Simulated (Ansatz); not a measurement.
**P2 (diphosphorus) at wB97X/def2-TZVPPD**

What is the electronic atomisation energy of P2 (diphosphorus) at wB97X/def2-TZVPPD? 

The calculation is run with Ansatz 0.2.0.

16 further runs of the same task are left out: 16 set aside as unsound or not needed.

## 1. Starting point

P2: 2 atoms, total charge 0, spin state singlet. SMILES: `P#P`. Geometry: the measured bond length.

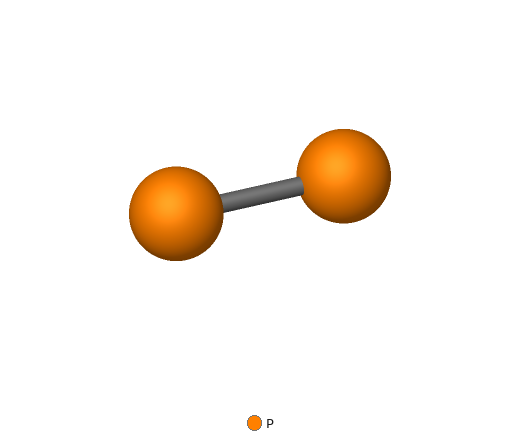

The structure, seen from a chosen angle (phosphorus orange).

## 2. A single-point energy at wB97X/def2-TZVPPD

run.yaml reads:

```yaml
crystal:
  periodic: [false, false, false]
  atoms:
    - {symbol: P, position_ang: [0.000000, 0.000000, 0.000000]}
    - {symbol: P, position_ang: [0.000000, 0.000000, 1.893400]}
basis:
  gaussian:
    orbitals: def2-TZVPPD.json
hamiltonian:
  xc: {name: wB97X}
accuracy: high
output: {orbitals: {seedname: orbitals}}
```

The basis set def2-TZVPPD is read from a file made from the Basis Set Exchange's data (not shown).

Run with:

```bash
$ ansatz run run.yaml --threads 1 --pin off --max-ram 3480MiB --events-out events.jsonl --progress --plain --runs-dir runs
```

Standard output:

```text
Warning: RAYON_NUM_THREADS=1 ignored (pool sized by the plan → 1); use --threads N
Functional definition: wB97X
  name "wB97X"
  parameter omega = 0.3/bohr
  parameter cx = 0.157706
  parameter cx1 = 0.726479
  parameter cx2 = 1.04760
  parameter cx3 = -5.70635
  parameter cx4 = 13.2794
  parameter css1 = -4.33879
  parameter css2 = 18.2308
  parameter css3 = -31.7430
  parameter css4 = 17.2901
  parameter cos1 = 2.37031
  parameter cos2 = -11.3995
  parameter cos3 = 6.58405
  parameter cos4 = -3.78132
  exchange = spin_sum(e_x_unif_sr(omega)*poly(b97_u_x, 1 - cx, cx1, cx2, cx3, cx4)) + cx*exact_x_sr(omega)
      + exact_x_lr(omega)
  correlation = spin_sum(e_c_pw_same_spin*poly(b97_u_same, 1, css1, css2, css3, css4))
      + integral(e_c_pw_opposite_spin*poly(b97_u_opposite, 1, cos1, cos2, cos3, cos4))
1257 factors; integrals over basis functions are off by at most 3.3e-9 eV
295 factors; integrals over basis functions are off by at most 1.2e-9 eV
mean field evaluation 1: about -18576.7071 eV, gradient 9.4e0 eV
mean field evaluation 2: about -18576.8639 eV, gradient 4.3e0 eV
mean field evaluation 4: about -18576.8962 eV, gradient 6.5e-1 eV
mean field evaluation 8: about -18576.8988 eV, gradient 1.4e-2 eV
mean field evaluation 16: about -18576.8988 eV, gradient 1.3e-6 eV
mean field -18576.89881833 eV, -682.6884396994 hartree, gradient 1.9e-8 eV, S^2 0.000000; 0 other end points of the search recorded, 0 dependent functions left out
reference -18576.89881620 eV, -682.6884396212 hartree; 15, 15 occupied and 81, 81 virtual orbitals, 1257 factors
Total energy: -18576.89881620 eV, -682.6884396212 hartree
```

Run time: 8.4 s. Hardware: 1 thread of Intel Xeon Platinum 8488C (Sapphire Rapids), shared host; peak memory 0.32 GiB.

## 3. The P atom

in.yaml reads:

```yaml
crystal:
  periodic: [false, false, false]
  atoms:
    - {symbol: P, position_ang: [0.000000, 0.000000, 0.000000]}
basis:
  gaussian:
    orbitals: def2-TZVPPD.json
magnetization:
  spin_polarized: true
  initial_magnetization: 3
hamiltonian:
  xc: {name: wB97X}
accuracy: high
```

The basis set def2-TZVPPD is read from a file made from the Basis Set Exchange's data (not shown).

Run with:

```bash
$ ansatz run in.yaml --threads 1 --pin off --max-ram 3480MiB --events-out events.jsonl --progress --plain --runs-dir runs
```

Standard output (excerpt; [...] marks lines left out):

```text
Warning: RAYON_NUM_THREADS=1 ignored (pool sized by the plan → 1); use --threads N
[... 2 set-up lines as earlier in the session ...]
[...]
      + exact_x_lr(omega)
[...]
      + integral(e_c_pw_opposite_spin*poly(b97_u_opposite, 1, cos1, cos2, cos3, cos4))
468 factors; integrals over basis functions are off by at most 2.6e-9 eV
151 factors; integrals over basis functions are off by at most 2.6e-9 eV
[...]
mean field -9285.97447654 eV, -341.2532677533 hartree, gradient 2.8e-8 eV, S^2 3.751613; 0 other end points of the search recorded, 0 dependent functions left out
reference -9285.97447603 eV, -341.2532677344 hartree; 9, 6 occupied and 39, 42 virtual orbitals, 468 factors
Total energy: -9285.97447603 eV, -341.2532677344 hartree
```

Run time: 3 s. Hardware: 1 thread of Intel Xeon Platinum 8488C (Sapphire Rapids), shared host; peak memory 0.22 GiB.

## 4. What came out

At wB97X/def2-TZVPPD:

| quantity | value |
| --- | --- |
| molecule: total energy | -682.68844 Eh |
| molecule: HOMO energy | -10.28 eV |
| molecule: LUMO energy | -0.58 eV |
| molecule: HOMO–LUMO gap | 9.70 eV |
| P atom: total energy | -341.25327 Eh |
| P atom: ⟨S²⟩ | 3.752 |
| electronic atomisation energy | 4.950 eV |

**Reading.** Taking the molecule apart into free atoms costs 4.95 eV (114 kcal/mol), before zero-point energy and without spin-orbit coupling.
